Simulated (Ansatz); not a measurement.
**One shape, several levels: NBrO (nitrosyl bromide)**

Aim: a comparison of 6 runs (PBE/STO-3G, SVWN5/STO-3G, UPBE0/STO-3G, r2SCAN/STO-3G, revPBE/STO-3G, wB97M-V/STO-3G) of NBrO (nitrosyl bromide). 

The calculation is run with Ansatz 0.2.0.

69 further runs of the same task are left out: 10 that didn't finish, 59 set aside as unsound or not needed.

**1. Starting point**

NBrO has 3 atoms, charge 0, and is taken as a singlet. As SMILES, `O=NBr`. The Br3–N2 distance was set to 4.233 Å, away from the relaxed value. At this shape a bond of the SMILES string is far longer than usual.

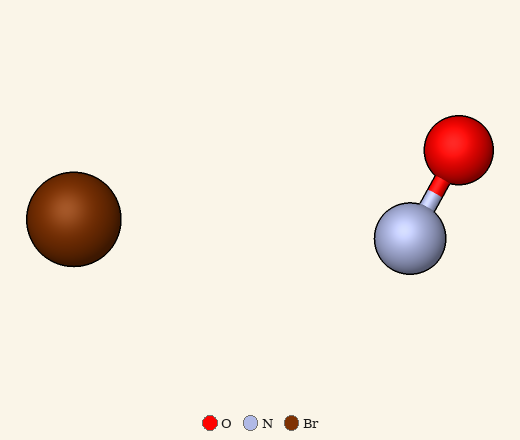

Viewed from a chosen angle; oxygen red, nitrogen light blue, bromine brown.

**2. The energy at PBE/STO-3G (run 1)**

The input, input.yaml:

```yaml
basis:
  gaussian: {orbitals: STO-3G}
crystal:
  periodic: [false, false, false]
  atoms:
    - symbol: O
      position_ang: [1.793681, -2.566562, 0.711190]
    - symbol: "N"
      position_ang: [0.806961, -2.556242, 0.169730]
    - symbol: Br
      position_ang: [-0.896840, 1.283280, -0.355590]
total_charge: 0
hamiltonian: {xc: pbe}
accuracy: high
```

Launch:

```sh
ansatz run input.yaml --threads 1 --pin off --max-ram 3480MiB --events-out events.jsonl --progress --plain --runs-dir runs
```

The log of the run:

```text
Warning: RAYON_NUM_THREADS=1 ignored (pool sized by the plan → 1); use --threads N
Functional definition: PBE
  name "PBE"
  parameter kappa = 0.804
  parameter beta = 0.06672455060314922
  exchange = pbe_x(kappa = kappa, mu = beta*pi^2/3)
  correlation = pbe_c(beta = beta)
345 factors; integrals over basis functions are off by at most 2.4e-8 eV
mean field evaluation 1: about -72740.8676 eV, gradient 2.4e1 eV
mean field evaluation 2: about -72415.0802 eV, gradient 2.1e1 eV
mean field evaluation 4: about -72741.9262 eV, gradient 9.1e0 eV
mean field evaluation 8: about -72741.9260 eV, gradient 9.1e0 eV
mean field evaluation 16: about -72749.0578 eV, gradient 1.5e-1 eV
mean field evaluation 32: about -72732.7365 eV, gradient 5.9e1 eV
mean field evaluation 64: about -72749.0167 eV, gradient 1.0e-1 eV
mean field evaluation 96: about -72749.0446 eV, gradient 1.3e-2 eV
mean field evaluation 128: about -72720.2838 eV, gradient 5.4e1 eV
mean field evaluation 160: about -72749.0280 eV, gradient 7.3e-1 eV
mean field evaluation 192: about -72748.9784 eV, gradient 3.3e0 eV
mean field -72749.05235504 eV, -2673.4783629688 hartree, gradient 6.8e-8 eV, S^2 0.000000; 8 other end points of the search recorded, 0 dependent functions left out
reference -72749.05235640 eV, -2673.4783630188 hartree; 25, 25 occupied and 3, 3 virtual orbitals, 345 factors
Total energy: -72749.05235640 eV, -2673.4783630188 hartree
```

Wall time 7.5 s (1 thread of Intel Xeon Platinum 8375C at 2.90GHz (Ice Lake), shared host); peak memory 0.11 GiB.

**3. The energy at SVWN5/STO-3G (run 2)**

The input, run.yaml:

```yaml
crystal:
  periodic: [false, false, false]
  atoms:
    - {symbol: O, position_ang: [1.793681, -2.566562, 0.711190]}
    - {symbol: "N", position_ang: [0.806961, -2.556242, 0.169730]}
    - {symbol: Br, position_ang: [-0.896840, 1.283280, -0.355590]}
basis:
  gaussian:
    orbitals: STO-3G
hamiltonian:
  xc: {name: SVWN5}
accuracy: high
```

Launch:

```sh
ansatz run run.yaml --threads 1 --pin off --max-ram 3480MiB --events-out events.jsonl --progress --plain --runs-dir runs
```

The log of the run, cut to the lines that bear on the results:

```text
Warning: RAYON_NUM_THREADS=1 ignored (pool sized by the plan → 1); use --threads N
Functional definition: SVWN5
  name "SVWN5"
[...]
345 factors; integrals over basis functions are off by at most 2.4e-8 eV
[...]
mean field -72635.13003384 eV, -2669.2917948843 hartree, gradient 3.9e-8 eV, S^2 0.000000; 8 other end points of the search recorded, 0 dependent functions left out
reference -72635.13003516 eV, -2669.2917949325 hartree; 25, 25 occupied and 3, 3 virtual orbitals, 345 factors
Total energy: -72635.13003516 eV, -2669.2917949325 hartree
```

It took 3.6 s on 1 thread of Intel Xeon Platinum 8375C at 2.90GHz (Ice Lake), shared host; peak memory 0.11 GiB.

Runs 3 to 5 aren't shown in full; the table further down has their settings and results.

**4. A single-point energy at wB97M-V/STO-3G (run 6)**

The input, molecule.yaml:

```yaml
crystal:
  periodic: [false, false, false]
  atoms:
    - {symbol: O, position_ang: [1.793681, -2.566562, 0.711190]}
    - {symbol: N, position_ang: [0.806961, -2.556242, 0.169730]}
    - {symbol: Br, position_ang: [-0.896840, 1.283280, -0.355590]}
basis:
  gaussian:
    orbitals: STO-3G
accuracy: high
hamiltonian:
  xc: {name: wB97M-V}
```

Launch:

```sh
ansatz run molecule.yaml --threads 1 --pin off --max-ram 3480MiB --events-out events.jsonl --progress --plain --runs-dir runs
```

The log of the run, cut to the lines that bear on the results:

```text
Warning: RAYON_NUM_THREADS=1 ignored (pool sized by the plan → 1); use --threads N
Functional definition: wB97M-V
  name "wB97M-V"
[...]
  gx(w, u) = 1 - cx + cx01*u + cx10*w
  gss(w, u) = css00 + css04*u^4 + css10*w + css20*w^2 + css43*w^4*u^3
  gos(w, u) = cos00 + cos10*w + (cos20 + cos21*u)*w^2 + (cos60 + cos61*u)*w^6
[...]
      + integral(e_c_pw_mod_opposite_spin*gos(b97_w_opposite, b97_u_opposite)) + vv10(b, c)
345 factors; integrals over basis functions are off by at most 2.4e-8 eV
126 factors; integrals over basis functions are off by at most 1.3e-9 eV
[...]
mean field -72765.32562283 eV, -2674.0763945298 hartree, gradient 1.6e-8 eV, S^2 0.000000; 5 other end points of the search recorded, 0 dependent functions left out
reference -72765.32562444 eV, -2674.0763945890 hartree; 25, 25 occupied and 3, 3 virtual orbitals, 345 factors
Total energy: -72765.32562444 eV, -2674.0763945890 hartree
```

It took 30 s on 1 thread of Intel Xeon Platinum 8375C at 2.90GHz (Ice Lake), shared host; peak memory 0.27 GiB.

**5. All runs side by side**

| run | level | energy (Eh) | wall time |
| --- | --- | --- | --- |
| 1 | PBE/STO-3G | -2673.478363 | 7.5 s |
| 2 | SVWN5/STO-3G | -2669.291795 | 3.6 s |
| 3 | UPBE0/STO-3G | -2673.725381 | 12 s |
| 4 | r2SCAN/STO-3G | -2674.087390 | 41 s |
| 5 | revPBE/STO-3G | -2673.803598 | 7.8 s |
| 6 | wB97M-V/STO-3G | -2674.076395 | 30 s |

**6. Results**

| quantity | value |
| --- | --- |
| run 6: total energy | -2674.07639 Eh |

What this shows: Totals of different functionals can't be ranked against each other. In runs 1, 2, 3, 4, 5, 6 the basis is minimal, so the values are rough. In runs 1, 2, 4, 5, 6 a closed-shell determinant meets a far-stretched bond, which it describes badly. Spin contamination of the reference: run 3 ⟨S²⟩ = 0.98. Where it is this large, the reference is a mixture of spin states, and values that rest on it are in doubt. All runs together took 1.7 min, the longest 41 s.
